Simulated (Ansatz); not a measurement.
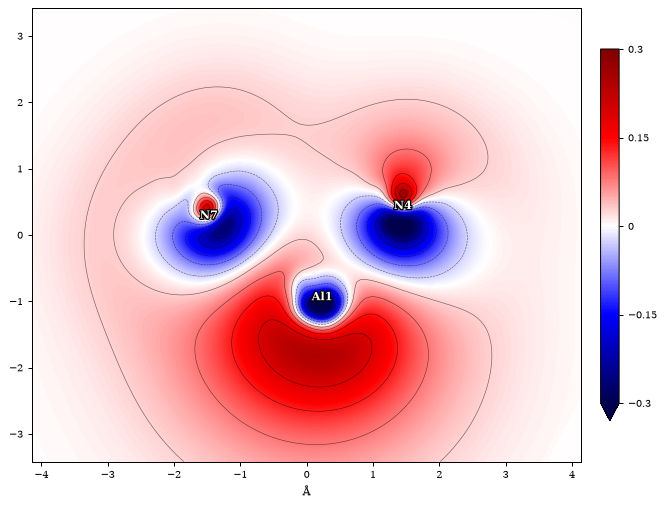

Figure. AlH$_{6}$N$_{2}$ (doublet). One frontier orbital on the plane of atoms N4, Al1 and N7 (values in Å⁻³ᐟ²; the overall sign is arbitrary).

Not at a stationary point (largest force 0.8 eV/Å).

Level of theory: UKS PBE0-D4/6-31G* (Ansatz 0.2.0).

```xyz
9

Al    0.1047   -0.5420    0.1585
H     0.4978   -0.7148    2.8815
H     1.2847    0.5154   -0.1850
N    -1.5723    0.0528   -0.2779
H    -2.2942   -0.6104   -0.5320
H    -1.6593    0.8561   -0.8901
N    -0.0528   -0.1408    2.2177
H    -1.0448   -0.2544    2.4335
H     0.1811    0.8380    2.3838
```

**Which orbital is it: HOMO (β) or LUMO (β)?**

The LUMO (β), at −0.67 eV. Its weight (Hirshfeld) is mainly on Al1 (about 75 %) and H3 (about 5 %).
